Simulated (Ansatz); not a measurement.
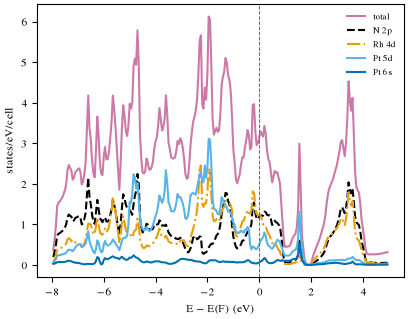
*Total and projected density of states of PtRhN$_{2}$ in space group R-3m (No. 166; Rh on 3b, Pt on 3a, N on 6c), plane-wave PAW PBE (Ansatz code)*

**Question.** Which orbitals carry the states next to the Fermi level?

**Answer.** Within 0.5 eV of the Fermi level: N 2p 38 %, Rh 4d 37 %, Pt 5d 19 %. Projections are on Löwdin-orthogonalised atomic valence shells; empty p or d shells of many metals are not among them.

**Question.** Where is the tallest occupied peak in this window, and what makes it?

**Answer.** Near -1.9 eV, about 6.1 states/eV per cell; the largest projected share is Pt 5d.

The start of the workflow was typed in or built on a structure type; neither database checked (COD, Materials Project) lists it. Whether it is the stable phase at ambient conditions was not checked. Symmetry was held in the PBE relaxation; whether a distortion lowers the energy is not shown. The workflow began spin-polarised and lost its moments. Its formation energy is positive at this level, so the cell may be metastable or incomplete. Scalar-relativistic: spin–orbit coupling is off unless named, which matters more the heavier the elements.

Potentials: the later of the program's two PAW sets.
